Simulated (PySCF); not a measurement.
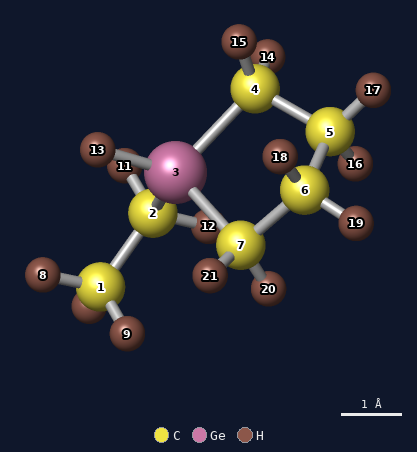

C$_{6}$H$_{14}$Ge, before the relaxation. Style: ball-and-stick. Shown from a free direction.

The start comes from GFN2-xTB. Its atoms were then displaced at random by about 0.01 Å.

The calculation used PBE0-D3(BJ)/def2-SVP geometry optimisation, gas phase in PySCF.

```xyz
21

C     3.0275    0.5280    0.3786
C     1.8563   -0.3008    0.9024
Ge    0.0521    0.5454    0.6300
C    -1.4493   -0.6297    1.0444
C    -1.9685   -1.0648   -0.3476
C    -1.9072    0.1513   -1.2768
C    -0.4711    0.7006   -1.2698
H     3.0425    1.5253    0.8692
H     2.8886    0.7342   -0.6736
H     3.9614    0.0584    0.5498
H     1.9992   -0.4940    1.9760
H     1.8599   -1.2634    0.4079
H    -0.0069    1.8849    1.3706
H    -1.2561   -1.4928    1.6709
H    -2.2683   -0.0828    1.5620
H    -1.3086   -1.8254   -0.7188
H    -2.9771   -1.4518   -0.2975
H    -2.6016    0.9168   -0.9017
H    -2.2177   -0.1421   -2.2803
H     0.1391    0.0855   -1.8866
H    -0.4654    1.7120   -1.6859
```

### Predict the outcome.

The atom that moves furthest after the best rigid fit is H20 (0.12 Å). Largest moves by element: H 0.12 Å, C 0.07 Å, Ge 0.03 Å. Near-neighbour distances that change, for instance: C2–Ge3 2.011 → 1.962 Å, C1–H10 1.059 → 1.102 Å, C5–H16 1.073 → 1.105 Å, Ge3–C4 1.951 → 1.974 Å. Bond angles that change, for instance: Ge3–C4–H14 117.7° → 113.4°, H9–C1–H10 110.8° → 107.2°, H16–C5–H17 109.6° → 106.2°. Over 7 geometry steps the energy falls by 4.77 kcal/mol. The run took 4.2 min on 1 thread of Arm Neoverse N1, with other jobs on the host.

The structure at the end:

```xyz
21

C     2.9678    0.5375    0.3546
C     1.8058   -0.2913    0.8877
Ge    0.0535    0.5585    0.6516
C    -1.4685   -0.6289    1.0651
C    -1.9543   -1.0629   -0.3236
C    -1.8707    0.1221   -1.2920
C    -0.4633    0.7318   -1.2478
H     3.0380    1.5118    0.8643
H     2.8594    0.7438   -0.7226
H     3.9351    0.0269    0.4925
H     1.9388   -0.5065    1.9610
H     1.7587   -1.2702    0.3809
H     0.0174    1.9000    1.4214
H    -1.1965   -1.4795    1.7075
H    -2.2483   -0.0559    1.5925
H    -1.3082   -1.8765   -0.7012
H    -2.9778   -1.4732   -0.2913
H    -2.6084    0.8836   -0.9810
H    -2.1548   -0.1827   -2.3134
H     0.2406    0.1418   -1.8593
H    -0.4355    1.7645   -1.6238
```

The end point in the same view:

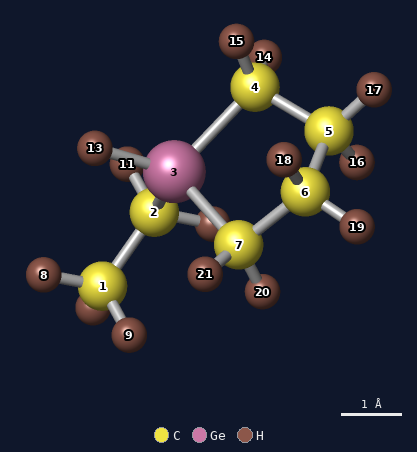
